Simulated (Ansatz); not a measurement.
The figure comes from a scan of V (bcc, W type): the cell is scaled evenly about its relaxed volume V₀. All values below come from PBE (plane waves to 420 eV, PAW, scalar-relativistic; Ansatz, a quantum-chemistry and plane-wave program). k mesh 22×22×22 (Γ-centred), Fermi-Dirac smearing 0.05 eV. Energies are smeared free energies. The PAW data are Ansatz's earlier set. V is run without spin polarisation. V was relaxed with its symmetry unable to fall. ΔE is measured from the relaxed starting cell.

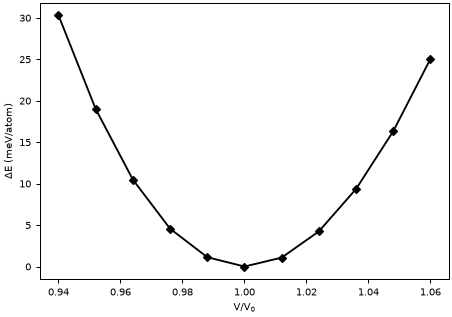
Fig. 1. ΔE (meV/atom) against V/V₀; markers are the computed points, lines only join them.

Task: Read the plotted values off the figure, to the accuracy that the plot allows.

Result: To the nearest 1:

```json
[
 {"V/V₀": "0.940", "ΔE (meV/atom)": "30"},
 {"V/V₀": "0.952", "ΔE (meV/atom)": "19"},
 {"V/V₀": "0.964", "ΔE (meV/atom)": "10"},
 {"V/V₀": "0.976", "ΔE (meV/atom)": "5"},
 {"V/V₀": "0.988", "ΔE (meV/atom)": "1"},
 {"V/V₀": "1.000", "ΔE (meV/atom)": "0"},
 {"V/V₀": "1.012", "ΔE (meV/atom)": "1"},
 {"V/V₀": "1.024", "ΔE (meV/atom)": "4"},
 {"V/V₀": "1.036", "ΔE (meV/atom)": "9"},
 {"V/V₀": "1.048", "ΔE (meV/atom)": "16"},
 {"V/V₀": "1.060", "ΔE (meV/atom)": "25"}
]
```

(A scan under strain: stresses follow from slopes of the energy per volume, elastic moduli from its curvatures.)
